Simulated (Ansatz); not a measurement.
# BBrClH₃Si: how energies converge with the basis set

How large a basis does BBrClH₃Si need? Two functionals are run in growing sets.

The runs use Ansatz 0.2.0, Gaussian basis; one geometry, several basis sets.

Plan: PBE0-D4/def2-SVP; ωB97M-V/def2-SVP; PBE0-D4/def2-QZVPP; ωB97M-V/def2-QZVPP; the functionals' def2-TZVPP values are taken from earlier runs.

### Step 1. The geometry

The geometry comes from an earlier relaxation with PBE0-D4 in a triple-zeta def2 set; it is a stationary point, not always the lowest conformer.

SMILES `Cl[SiH2]BBr`, 7 atoms, charge 0, spin multiplicity 1.

Atoms are counted from 1 here; the program's logs count them from 0.

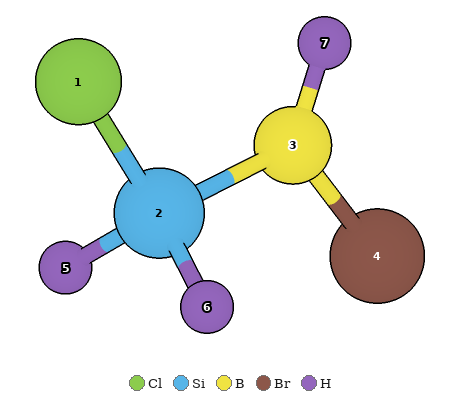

The structure; chlorine green, silicon blue, boron yellow, bromine brown, hydrogen purple; atoms are numbered from 1 in the order of the file.

### Step 2. PBE0-D4 in def2-SVP

in.yaml

```yaml
crystal:
  periodic: [false, false, false]
  atoms:
    - {symbol: Cl, position_ang: [0.213434, 2.483234, 0.253669]}
    - {symbol: Si, position_ang: [-0.557282, 0.572622, 0.168522]}
    - {symbol: B, position_ang: [0.864652, -0.780540, -0.260240]}
    - {symbol: Br, position_ang: [0.310426, -2.593697, -0.352369]}
    - {symbol: H, position_ang: [-1.613153, 0.549412, -0.876093]}
    - {symbol: H, position_ang: [-1.174199, 0.267157, 1.484661]}
    - {symbol: H, position_ang: [2.017521, -0.566088, -0.463951]}
basis:
  gaussian: {orbitals: def2-SVP}
hamiltonian: {xc: pbe0, dispersion: d4}
output: {orbitals: {seedname: orbitals}}
```

Started as:

```
$ ansatz run in.yaml --threads 2 --pin off --events-out ev --progress --plain --max-ram 4352MiB
```

Log:

```text
Functional definition: PBE0
  name "PBE0"
  cite "Adamo & Barone, J. Chem. Phys. 110, 6158 (1999) doi:10.1063/1.478522"
  cite "Perdew, Burke & Ernzerhof, Phys. Rev. Lett. 77, 3865 (1996) doi:10.1103/PhysRevLett.77.3865"
  parent pbe
  parameter a = 0.25
  parameter kappa = 0.804
  parameter beta = 0.06672455060314922
  exchange = (1 - a)*pbe_x(kappa = kappa, mu = beta*pi^2/3) + a*exact_x
  correlation = pbe_c(beta = beta)
927 factors; integrals over basis functions are off by at most 1.1e-3 eV
mean field evaluation 1: about -91140.5731 eV, gradient 1.5e1 eV
mean field evaluation 2: about -91140.5350 eV, gradient 1.5e1 eV
mean field evaluation 4: about -91141.2586 eV, gradient 5.9e-1 eV
mean field evaluation 8: about -91141.3100 eV, gradient 7.6e-2 eV
mean field evaluation 16: about -91141.3100 eV, gradient 2.0e-5 eV
mean field -91141.31004188 eV, -3349.3813662405 hartree, gradient 2.0e-5 eV, S^2 0.000000; 0 other end points of the search recorded, 0 dependent functions left out
reference -91141.31006642 eV, -3349.3813671420 hartree; 37, 37 occupied and 60, 60 virtual orbitals, 927 factors
Total energy: -91141.46606826 eV, -3349.3871001039 hartree
```

Run time: 1.1 s. Hardware: 2 threads of INTEL XEON PLATINUM 8581C at 2.30GHz, shared host.

### Step 3. ωB97M-V in def2-SVP

Changes to in.yaml since step 2:

```diff
@@ -12,3 +12,3 @@
   gaussian: {orbitals: def2-SVP}
-hamiltonian: {xc: pbe0, dispersion: d4}
+hamiltonian: {xc: {name: wB97M-V}}
 output: {orbitals: {seedname: orbitals}}
```

The command is unchanged.

Log, cut to the lines that bear on the results:

```text
Functional definition: wB97M-V
  name "wB97M-V"
  cite "Mardirossian & Head-Gordon, J. Chem. Phys. 144, 214110 (2016) doi:10.1063/1.4952647"
  cite "Becke, J. Chem. Phys. 107, 8554 (1997) doi:10.1063/1.475007"
  cite "Vydrov & Van Voorhis, J. Chem. Phys. 133, 244103 (2010) doi:10.1063/1.3521275"
  # Of w^i u^j: cxij and so on, Table III.
[...]
  gx(w, u) = 1 - cx + cx01*u + cx10*w
  gss(w, u) = css00 + css04*u^4 + css10*w + css20*w^2 + css43*w^4*u^3
  gos(w, u) = cos00 + cos10*w + (cos20 + cos21*u)*w^2 + (cos60 + cos61*u)*w^6
[...]
      + integral(e_c_pw_mod_opposite_spin*gos(b97_w_opposite, b97_u_opposite)) + vv10(b, c)
927 factors; integrals over basis functions are off by at most 1.1e-3 eV
262 factors; integrals over basis functions are off by at most 1.1e-5 eV
[...]
mean field -91152.28296672 eV, -3349.7846137906 hartree, gradient 1.1e-5 eV, S^2 0.000000; 0 other end points of the search recorded, 0 dependent functions left out
reference -91152.28300337 eV, -3349.7846151373 hartree; 37, 37 occupied and 60, 60 virtual orbitals, 927 factors
Total energy: -91152.28300337 eV, -3349.7846151373 hartree
```

Wall time 3.5 s (2 threads of INTEL XEON PLATINUM 8581C at 2.30GHz, shared host); peak memory 0.31 GiB.

### Step 4. PBE0-D4 in def2-QZVPP

Changes to in.yaml since step 3:

```diff
@@ -11,4 +11,4 @@
 basis:
-  gaussian: {orbitals: def2-SVP}
-hamiltonian: {xc: {name: wB97M-V}}
+  gaussian: {orbitals: "def2-QZVPP.json"}
+hamiltonian: {xc: pbe0, dispersion: d4}
 output: {orbitals: {seedname: orbitals}}
```

The command is unchanged.

Log:

```text
Functional definition: PBE0
  name "PBE0"
  cite "Adamo & Barone, J. Chem. Phys. 110, 6158 (1999) doi:10.1063/1.478522"
  cite "Perdew, Burke & Ernzerhof, Phys. Rev. Lett. 77, 3865 (1996) doi:10.1103/PhysRevLett.77.3865"
  parent pbe
  parameter a = 0.25
  parameter kappa = 0.804
  parameter beta = 0.06672455060314922
  exchange = (1 - a)*pbe_x(kappa = kappa, mu = beta*pi^2/3) + a*exact_x
  correlation = pbe_c(beta = beta)
1681 factors; their error is unknown
mean field evaluation 1: about -91157.8918 eV, gradient 2.5e1 eV
mean field evaluation 2: about -91157.2576 eV, gradient 3.1e1 eV
mean field evaluation 4: about -91159.5771 eV, gradient 1.1e0 eV
mean field evaluation 8: about -91159.5793 eV, gradient 2.6e-2 eV
mean field evaluation 16: about -91159.7773 eV, gradient 3.5e-5 eV
mean field -91159.77727641 eV, -3350.0600245916 hartree, gradient 3.5e-5 eV, S^2 0.000000; 0 other end points of the search recorded, 0 dependent functions left out
reference -91159.77731132 eV, -3350.0600258746 hartree; 37, 37 occupied and 339, 339 virtual orbitals, 1681 factors
Total energy: -91159.93331316 eV, -3350.0657588365 hartree
```

It took 9 s on 2 threads of INTEL XEON PLATINUM 8581C at 2.30GHz, shared host; peak memory 1.2 GiB.

### Step 5. ωB97M-V in def2-QZVPP

Changes to in.yaml since step 4:

```diff
@@ -12,3 +12,3 @@
   gaussian: {orbitals: "def2-QZVPP.json"}
-hamiltonian: {xc: pbe0, dispersion: d4}
+hamiltonian: {xc: {name: wB97M-V}}
 output: {orbitals: {seedname: orbitals}}
```

Same command.

Log, cut to the lines that bear on the results:

```text
Functional definition: wB97M-V
  name "wB97M-V"
  cite "Mardirossian & Head-Gordon, J. Chem. Phys. 144, 214110 (2016) doi:10.1063/1.4952647"
  cite "Becke, J. Chem. Phys. 107, 8554 (1997) doi:10.1063/1.475007"
  cite "Vydrov & Van Voorhis, J. Chem. Phys. 133, 244103 (2010) doi:10.1063/1.3521275"
  # Of w^i u^j: cxij and so on, Table III.
[...]
  gx(w, u) = 1 - cx + cx01*u + cx10*w
  gss(w, u) = css00 + css04*u^4 + css10*w + css20*w^2 + css43*w^4*u^3
  gos(w, u) = cos00 + cos10*w + (cos20 + cos21*u)*w^2 + (cos60 + cos61*u)*w^6
[...]
      + integral(e_c_pw_mod_opposite_spin*gos(b97_w_opposite, b97_u_opposite)) + vv10(b, c)
1614 factors; their error is unknown
301 factors; integrals over basis functions are off by at most 2.2e-5 eV
[...]
mean field -91170.64753307 eV, -3350.4594991558 hartree, gradient 1.9e-5 eV, S^2 0.000000; 0 other end points of the search recorded, 0 dependent functions left out
reference -91170.64759007 eV, -3350.4595012506 hartree; 37, 37 occupied and 339, 339 virtual orbitals, 1614 factors
Total energy: -91170.64759007 eV, -3350.4595012506 hartree
```

Wall time 17 s (2 threads of INTEL XEON PLATINUM 8581C at 2.30GHz, shared host); peak memory 1.5 GiB.

### Step 6. Density functionals: the series

The def2-TZVPP values come from earlier runs at the same geometry.

```
functional       basis  functions  energy (eV)  from the largest (eV)  HOMO (eV)  LUMO (eV)
   PBE0-D4    def2-SVP         97  -91141.4661                 18.467      -7.90      -2.66
   PBE0-D4  def2-TZVPP        205  -91157.8285                  2.105      -7.97      -2.72
   PBE0-D4  def2-QZVPP        376  -91159.9333                  0.000      -7.99      -2.74
   ωB97M-V    def2-SVP         97  -91152.2830                 18.365     -10.00      -0.60
   ωB97M-V  def2-TZVPP        205  -91168.6337                  2.014     -10.11      -0.72
   ωB97M-V  def2-QZVPP        376  -91170.6476                  0.000     -10.13      -0.76
```

### Step 7. Summary of results

| quantity | value |
| --- | --- |
| PBE0-D4: double and triple zeta above quadruple | 18.47, 2.10 eV |
| ωB97M-V: double and triple zeta above quadruple | 18.36, 2.01 eV |

**Reading.** For PBE0-D4 the step from double to triple zeta gains 16.36 eV and the next only 2.10 eV. Total energies overstate the basis error of differences, where much of it tends to cancel.

For PBE0-D4 the largest set took about 9 times as long as the smallest (9 s against 1.1 s).
